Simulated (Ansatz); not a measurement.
# CsH (rocksalt (001) film, 5 layers): G0W0 under other settings

A base run on CsH (rocksalt (001) film, 5 layers), then changed inputs.

Main program and level: Ansatz 0.2.0; G0W0 on LDA, plane waves, PAW.

## (1) The structure

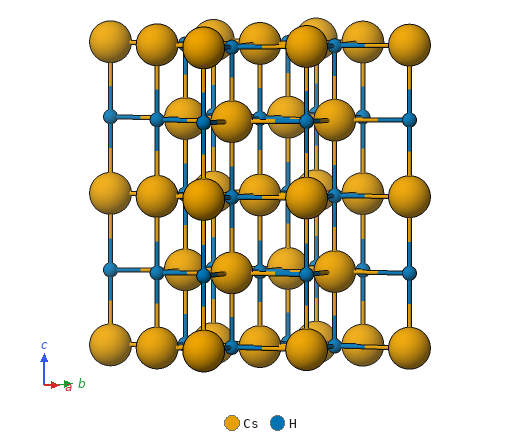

Start, viewed from the side, with the c axis up; caesium orange, hydrogen blue. 2×2×1 cells are drawn. Some periodic images of atoms are drawn too.

The cell holds 10 atoms: 5 Cs and 5 H. Its edges and angles: a = 4.509 Å, b = 4.509 Å, c = 47.400 Å, α = 90.0°, β = 90.0°, γ = 90.0°. It derives from CsH. Vacuum lies along c.

The structure was relaxed with LDA (ions only). The runs that relaxed it are not among those shown. Spin-orbit coupling is left out unless a step names it. The default PAW set here is soft_2. Its files were made with PBE. The Coulomb interaction is cut off across the vacuum.

## (2) The base run: 4×4×1 mesh, 660 empty bands, screening to 45 eV

G0W0 replaces the xc potential by the self-energy, built once from these orbitals. Only a window of levels is corrected, while the sums run over the empty bands that the input names.

File input.yaml:

```yaml
crystal:
  lattice:
    - [4.5085128368, 0.0, 0.0]
    - [0.0, 4.5085128368, 0.0]
    - [0.0, 0.0, 47.4]
  atoms:
    - { symbol: Cs, position: [0.0, 0.0, 0.3722986079] }
    - { symbol: H, position: [0.5, 0.5, 0.3735148479] }
    - { symbol: Cs, position: [0.5, 0.5, 0.4362516392] }
    - { symbol: H, position: [0.0, 0.0, 0.4354455591] }
    - { symbol: Cs, position: [0.0, 0.0, 0.5] }
    - { symbol: H, position: [0.5, 0.5, 0.5] }
    - { symbol: Cs, position: [0.5, 0.5, 0.5637483608] }
    - { symbol: H, position: [0.0, 0.0, 0.5645544409] }
    - { symbol: Cs, position: [0.0, 0.0, 0.6277013921] }
    - { symbol: H, position: [0.5, 0.5, 0.6264851521] }
  periodic: [true, true, false]
kpoints:
  mp_grid: { grid: [4, 4, 1] }
hamiltonian:
  xc: lda
scf:
  occupations: { method: fixed }
  convergence: { dr2_threshold: 1.0e-10 }
gw:
  n_empty_bands: 660
  ecut_chi: 45.0
  qp_bands: [v3, c3]
  qp_kpoints: band_edges
  screening: { model: contour_deformation }
```

The run is started by

```
> ansatz run input.yaml --threads 4 --pin off --max-ram 17510MiB --backend cpu --events-out ev --progress --plain --runs-dir out
```

Numbers of over 12 decimals in the logs are rounded to 6 here.

The program printed:

```text
Engine: ansatz 0.2.0, aarch64-unknown-linux-gnu
Pseudopotentials: kind: paw
Pseudopotential: Cs, paw, valence charge 9, recommended cutoff 420 eV (normal), Cs.paw.azcp
Pseudopotential: H, paw, valence charge 1, recommended cutoff 420 eV (normal), H.paw.azcp
Functional definition: SPW92
  exchange = slater_x
  correlation = pw_c
Crystal: 10 atoms, lattice volume = 963.485 Å³
Basis set: ecut = 420 eV, 18927 PW (Γ)
Bands: 35, of which v1, the nominal top of the filled ones, is band 25 counted from 1 (24 counted from 0)
Symmetry: 16 space group operations
Space group: P4/mmm (ITA 123), of the structure as read, at distance tolerance 9.9e-5 Å
k-points: 6 of 16
Non-local potential: Cs, projectors of the file, l = 0: 3, l = 1: 2, l = 2: 2, l = 3: 2
Non-local potential: H, projectors of the file, l = 0: 2, l = 1: 1
PAW form: soft (Blöchl's): semilocal exchange-correlation on the pseudo side does not see the compensation charge
PAW frozen core: Cs, regenerated for the run's functional, and the local potential with it (the file was generated under x = pbe(κ = 0.804, μ = 0.219515), c = pbe(β = 0.066725))
PAW one-centre angular grid: Cs, 194 points (default); XC on 64 Gauss nodes
PAW one-centre angular grid: H, 110 points (default); XC on 64 Gauss nodes
Initial density: superposition of atomic densities (neutral atoms: chi_scale 0, normalization atom), corrected by the library's trained network
Initial wavefunctions: pseudopotential atomic-orbital guess
Functional: x = slater, c = lda
SCF iter   1: F=—  HF=-27604.185665 eV  |F-HF|=—  |Δ(HF+E_count)|=         —  Δρ=4.39e-3  dr2=2.08e-1  ethr=1.77e-3  ⟨swp⟩=7.7  Hψ=1037  notcnv=0  defer=46
preconditioner: auto → Resta (q_TF=auto, 1.666 Å⁻¹)  ε∞=1.5  [insulator: Δε(μ)=1.645 eV  Ē_g=10.248 eV  n_scr=76 (ndim 8)  ℏωp=7.6 eV  f_vac=0.656  ε∞_Penn≈1.5  vacuum switching on, ρ_ref=7.6e-3 e/Å³]
SCF iter   2: F=—  HF=-27604.120101 eV  |F-HF|=—  |Δ(HF+E_count)|=   6.56e-2  Δρ=1.13e-3  dr2=1.10e-2  ethr=4.17e-4  ⟨swp⟩=3.2  Hψ=313  notcnv=0  defer=50
SCF iter   3: F=—  HF=-27604.119451 eV  |F-HF|=—  |Δ(HF+E_count)|=   6.49e-4  Δρ=2.77e-4  dr2=9.04e-4  ethr=2.20e-5  ⟨swp⟩=3.5  Hψ=394  notcnv=0  defer=50
SCF iter   4: F=—  HF=-27604.119615 eV  |F-HF|=—  |Δ(HF+E_count)|=   1.64e-4  Δρ=1.16e-4  dr2=2.14e-4  ethr=1.81e-6  ⟨swp⟩=5.5  Hψ=505  notcnv=0  defer=48
SCF iter   5: F=—  HF=-27604.119535 eV  |F-HF|=—  |Δ(HF+E_count)|=   8.03e-5  Δρ=2.50e-5  dr2=6.28e-6  ethr=4.28e-7  ⟨swp⟩=2.5  Hψ=343  notcnv=0  defer=47
SCF iter   6: F=—  HF=-27604.119534 eV  |F-HF|=—  |Δ(HF+E_count)|=   9.02e-7  Δρ=9.62e-6  dr2=1.79e-6  ethr=1.26e-8  ⟨swp⟩=2.7  Hψ=380  notcnv=0  defer=47
SCF iter   7: F=—  HF=-27604.119534 eV  |F-HF|=—  |Δ(HF+E_count)|=   4.47e-7  Δρ=2.62e-6  dr2=1.50e-7  ethr=3.58e-9  ⟨swp⟩=2.5  Hψ=358  notcnv=0  defer=46
[...]
NSCF: frozen V_eff on 6 k-points
G₀W₀ screening: q 1/6
[... further progress lines ...]
SCF converged after 10 iterations
Free energy (F): -27604.119534 eV
Harris-Foulkes:  -27604.119534 eV  (|F-HF|=2.55e-11)
Internal energy: -27604.119534 eV  (E = F + TS)
E sigma→0 (E₀):  -27604.119534 eV
Fermi energy:    -3.314176 eV
--- Per-component energies (eV) ---
  E_band       = -640.536027
  E_kinetic    = 774.451905
  E_local      = -77850.023962  (includes V_loc(G=0)·N_el)
  E_nonlocal   = 168.903619
  E_hartree    = 38536.552453
  E_xc         = -906.624427
  E_vxc        = -688.644351  (∫ρ·V_xc dr)
  E_paw        = -24516.402853  (= ΣΔE_a)
  E_vpaw       = -118.322091  (= ΣTr[D̂ρ^β])
  E_aug_tail   = -0.005068  (compensation charges beyond the density's cutoff)
  E_ewald      = 36187.676018
  E_core_change = 1.352781  (= ΣΔE_core)
  E_smearing   = -0.000000  (= −TS)
  E_closure    = 0.000000  (closes the sum)
  Σ components = -27604.119534   (vs F -27604.119534, Δ=0.00e0)
--- Band table (eV; the first three rows and the last of 6) ---
  k-point 0: bands = [... 21 lower, -4.7755, -4.6592, -4.4150, -4.3952, -0.7325 (-0.7339°), -0.7321 (-0.7334°), -0.6258 (-0.6258°), -0.2606 (-0.2606°), ... 6 higher]
  k-point 1: bands = [... 21 lower, -4.2561, -4.2539, -3.9756, -3.9157, -0.6931 (-0.6932°), -0.6284 (-0.6285°), -0.4671 (-0.4671°), -0.1975 (-0.1983°), ... 6 higher]
  k-point 2: bands = [... 21 lower, -3.8719, -3.6040, -3.4789, -3.3142, -1.3572, -1.3277, -0.8770, -0.8331, ... 6 higher]
  k-point 5: bands = [... 21 lower, -4.6163, -4.3291, -4.2161, -4.0591, -0.4288, -0.4288, -0.0096, -0.0096, ... 6 higher]
  ° read free of the cell's end (the report's vacuum.weakly_bound_levels)
--- G₀W₀: contour deformation, 6 samples at zero and on the imaginary axis and 1 off it, 16 q-points, 660 empty bands' worth ---
  eigenvalues of the whole cell's RPA ε∞ on this k-mesh (on a slab, of 1 + 4πα/V) = 1.2251, 1.7321, 1.7321; static W/v taken at q = 0 is 0.659031
  gw.qp_kpoints: band_edges: 6 of 6 stored k-points solved, in 2 passes; an edge of the gap read off the rows below is read off those points alone
    ik  band        ε_KS         Σx   Σc(E_QP)       V_xc       Z   E_QP_lin       E_QP  E_QP is
     0    23     -4.6592   -13.0588     2.4138    -9.5194  0.7215    -5.8567    -5.7848  root
     0    24     -4.4150   -13.0172     2.2882    -9.5831  0.7235    -5.6364    -5.5609  root
     0    25     -4.3952   -12.9522     2.1830    -9.6458  0.7259    -5.5923    -5.5185  root
     0    26     -0.7325    -1.2505    -1.3827    -3.1761  0.8747    -0.1829    -0.1896  root
     0    27     -0.7321    -1.2604    -1.3805    -3.1854  0.8742    -0.1808    -0.1876  root
     0    28     -0.6258    -3.3489    -3.3035    -7.8102  0.8071     0.5785     0.5320  root
     1    23     -4.2539   -13.3801     2.2655    -9.9954  0.7339    -5.4312    -5.3730  root
     1    24     -3.9756   -13.2726     2.1404    -9.9883  0.7351    -5.1820    -5.1195  root
[...]
5    25     -4.0591   -13.2084     2.2476    -9.8067  0.7274    -5.2829    -5.2132  root
     5    26     -0.4288    -3.5821    -3.3009    -8.0702  0.8066     0.8082     0.7584  root
     5    27     -0.4288    -3.5821    -3.3009    -8.0702  0.8066     0.8082     0.7584  root
     5    28     -0.0096    -3.7688    -3.2425    -8.2296  0.8027     1.2710     1.2086  root
```

Elapsed: 7.2 min, on 4 threads of Arm Neoverse V2, shared host; peak memory 8.9 GiB.

Numbers from this step:

- bands summed: 685
- plane waves in the screening matrix: 703
- q-points in the mesh: 16
- G0W0 gap on the mesh: 4.173 eV
- k of the valence top: 0, -0.5, 0
- k of the conduction bottom: 0, -0.5, 0
- starting gap on the mesh: 1.957 eV
- Z at the valence top: 0.7467
- Z at the conduction bottom: 0.8177
- least direct G0W0 gap on the computed points: 4.173 eV

The gap on the mesh goes from 1.96 eV to 4.17 eV, a correction of +2.22 eV. Between the two edge states, bare exchange in place of the xc potential would open the gap by 7.28 eV, and correlation takes back 5.06 eV.

## (3) Variant: fewer bands

Changes to input.yaml since step 2:

```diff
@@ -18,3 +18,3 @@
 kpoints:
-  mp_grid: { grid: [4, 4, 1] }
+  mp_grid: { grid: [2, 2, 1] }
 hamiltonian:
@@ -23,6 +23,5 @@
   occupations: { method: fixed }
-  convergence: { dr2_threshold: 1.0e-10 }
 gw:
-  n_empty_bands: 660
-  ecut_chi: 45.0
+  n_empty_bands: 437
+  ecut_chi: 100
   qp_bands: [v3, c3]
```

The program printed:

```text
[...]
Crystal: 10 atoms, lattice volume = 963.485 Å³
Basis set: ecut = 420 eV, 18927 PW (Γ)
Bands: 35, of which v1, the nominal top of the filled ones, is band 25 counted from 1 (24 counted from 0)
[... 1 set-up line as in the run before ...]
[...]
k-points: 3 of 4
[...]
SCF iter   1: F=—  HF=-27603.892021 eV  |F-HF|=—  |Δ(HF+E_count)|=         —  Δρ=3.66e-3  dr2=1.39e-1  ethr=1.77e-3  ⟨swp⟩=11.7  Hψ=558  notcnv=0  defer=20
[...]
SCF iter   6: F=-27603.848426 eV  HF=-27603.848426 eV  |F-HF|=4.20e-8  |Δ(HF+E_count)|=   4.03e-7  Δρ=2.98e-6  dr2=7.37e-8  ethr=2.00e-10  ⟨swp⟩=61.3  Hψ=1268  notcnv=0
SCF 1 converged in 6 iterations: F = -27603.848426 eV  dr2 = 7.37e-8
[...]
NSCF: frozen V_eff on 3 k-points
G₀W₀ screening: q 1/3
[... further progress lines ...]
SCF converged after 6 iterations
Free energy (F): -27603.848426 eV
[...]
Internal energy: -27603.848426 eV  (E = F + TS)
E sigma→0 (E₀):  -27603.848426 eV
Fermi energy:    -3.245900 eV
[...]
--- Band table (eV) ---
  k-point 0: bands = [... 21 lower, -4.7251, -4.6004, -4.3580, -4.3385, -0.7226 (-0.7239°), -0.7218 (-0.7232°), -0.6080 (-0.6080°), -0.2443 (-0.2443°), ... 6 higher]
  k-point 1: bands = [... 21 lower, -3.8053, -3.5442, -3.4131, -3.2459, -1.3359, -1.3066, -0.8565, -0.8142, ... 6 higher]
  k-point 2: bands = [... 21 lower, -4.5535, -4.2733, -4.1546, -3.9962, -0.4103, -0.4103, 0.0079, 0.0079, ... 6 higher]
  ° read free of the cell's end (the report's vacuum.weakly_bound_levels)
[...]
bands read: the sum over 462 bands ends inside a degenerate multiplet in 1 slot, whose members it reads at an even weight; the widest, k=2: bands 462 to 463 (counted from 1) at 1/2 each
[...]
0    23     -4.6004   -12.9834     2.6281    -9.5163  0.6875    -5.4904    -5.4395  root
     0    24     -4.3580   -12.8753     2.4883    -9.5752  0.6864    -5.2259    -5.1699  root
     0    25     -4.3385   -12.7669     2.3640    -9.6356  0.6892    -5.1585    -5.1058  root
     0    26     -0.7226    -1.3226    -1.5056    -3.1649  0.8363    -0.3816    -0.3859  root
     0    27     -0.7218    -1.3287    -1.5034    -3.1735  0.8358    -0.3760    -0.3804  root
     0    28     -0.6080    -3.2522    -3.5714    -7.7947  0.7570     0.4204     0.3631  root
     1    23     -3.5442   -14.0589     2.3927   -10.8959  0.7099    -4.3465    -4.3145  root
     1    24     -3.4131   -13.7847     2.4647   -10.4362  0.6901    -4.3567    -4.2969  root
[...]
2    25     -3.9962   -13.1564     2.5177    -9.8057  0.6895    -4.8800    -4.8292  root
     2    26     -0.4103    -3.6070    -3.4671    -8.0603  0.7642     0.6329     0.5759  root
     2    27     -0.4103    -3.6070    -3.4671    -8.0603  0.7642     0.6329     0.5759  root
     2    28      0.0079    -3.7803    -3.4290    -8.2163  0.7565     1.0863     1.0148  root
```

Wall time 3.9 min (4 threads); peak memory 4 GiB; 15 min of CPU time.

Against the base:

| setting | base | variant |
| --- | --- | --- |
| mesh | 4×4×1 | 2×2×1 |
| empty bands | 660 | 437 |
| screening cutoff (eV) | 45.0 | 100 |

| quantity | variant | base |
| --- | --- | --- |
| starting gap on the mesh | 1.910 | 1.957 |
| G0W0 gap on the mesh | 3.599 | 4.173 |
| least direct G0W0 gap on the computed points | 3.599 | 4.173 |
| Z at the valence top | 0.701 | 0.747 |
| Z at the conduction bottom | 0.771 | 0.818 |

## (4) Summary of results

```yaml
base: 4.17 eV, 7.2 min
fewer_bands: 3.60 eV, 3.9 min
```

What this shows: Fewer bands: the gap moves by −0.57 eV; such settings are too crude to quote. The variant differs from the base in mesh, empty bands and screening cutoff together, so the change can't be laid to one of them. All runs here use a coarse mesh and modest cutoffs; they test settings and are not final values. In a film the band edges may be surface states, so its gap need not approach the bulk's. At these cutoffs the gaps of films stand short of the band limit, often by tenths of an eV, while the trend with thickness is less touched. The mesh in the plane is coarse for a sheet; gap and any exciton binding can still move on denser ones. The many-body steps are scalar-relativistic: spin-orbit coupling is not in them.

[Paths, hosts, dates, memory and timing lines, banners, echoed tables and standing remarks are left out of the program output.]

[Logs are printed without paths, hosts, clocks, repeated set-up lines and the standing remarks that a program may print on its own settings, such as how far it seeks lower states.]

[Runs of the session that timed out or met a known fault of the program may be left out.]

[Cells called generated may have been cut or substituted from an entry of the Crystallography Open Database or the Materials Project.]

[Hosts, paths, dates, database ids (printed as entryN), source tags and the programs' standing remarks are cut or masked in the printed files.]
